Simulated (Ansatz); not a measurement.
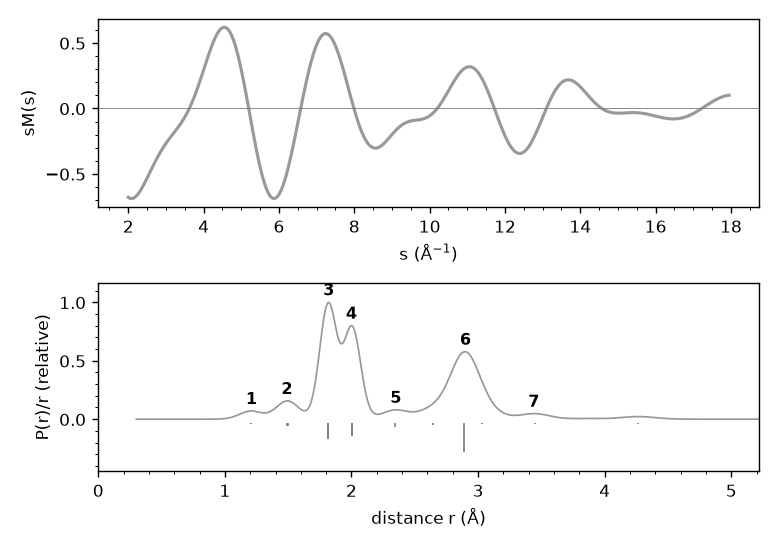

Simulated gas electron diffraction: reduced molecular intensity sM(s) from the Debye equation in the first Born approximation (top) and the radial distribution curve (bottom) of B2H4SSi. Each pair of atoms contributes with weight ZᵢZⱼ/r (bars below the curve); damping constant 0.001 Å²; vibrational amplitudes assumed, not computed: 0.05 Å for bonds, 0.078 Å for bonds to H, 0.06 + 0.015 r up to 0.15 Å for other pairs. The geometry is the end point of an optimisation (RKS PBE0/def2-SVP in Ansatz); it may be a saddle point or a higher isomer. SMILES: B1[SiH2]BS1.

### Assign the numbered peaks of the radial distribution curve (– bonded, ··· not bonded).

Peak 1, 1.21 Å: B–H 1.21 Å (×2)
Peak 2, 1.49 Å: Si–H 1.49–1.50 Å (×2)
Peak 3, 1.82 Å: S–B 1.82 Å (×2)
Peak 4, 2.00 Å: Si–B 2.01 Å (×2)
Peak 5, 2.35 Å: B···B 2.34 Å
Peak 6, 2.90 Å: S···Si 2.89 Å, Si···H 3.03 Å (×2), not resolved; in its flanks S···H 2.64 Å
Peak 7, 3.44 Å: B···H 3.44 Å (×2), S···H 3.45 Å
